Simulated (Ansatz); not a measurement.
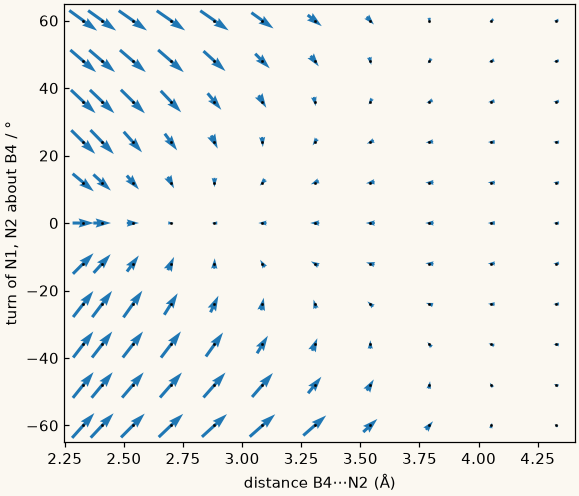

The pair N₂···BF₃. 
- The turn is about an axis along (0.74, −0.67, −0.07) in the frame of the relaxed pair, normal to the line between the partners.
- The first coordinate is: distance B4···N2; the second: turn of N1, N2 about B4.
- Grid: 11 × 11 points.
- Points are written as (first, second).
- Computed with RKS PBE0-D4/def2-SVPD (Ansatz 0.2.0).

The picture shows dots at the grid points, arrows along the force (downhill), their lengths compressed.

### The arrows alone are given. Where is the energy lowest?

The arrows converge at about (2.773 Å, 0°) (read from the interpolated surface).

The energy map of the same scan:

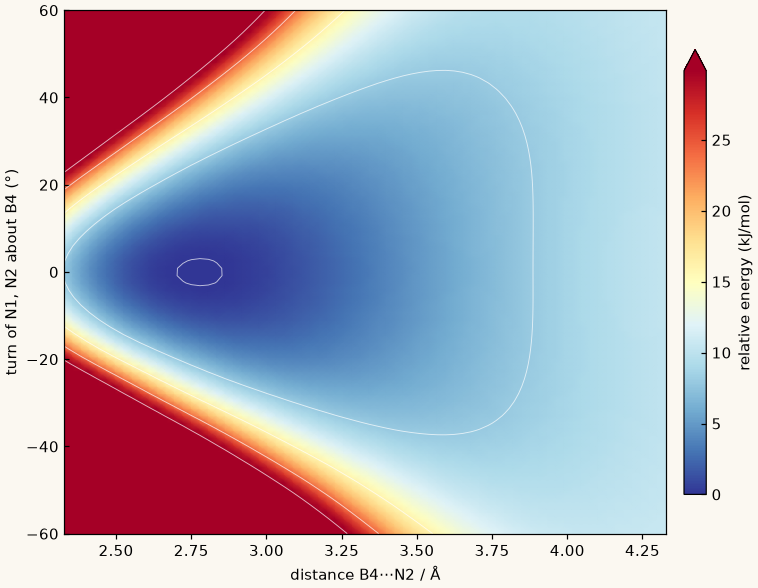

Energies are in kJ/mol, from the lowest grid point; between grid points the surface is interpolated.
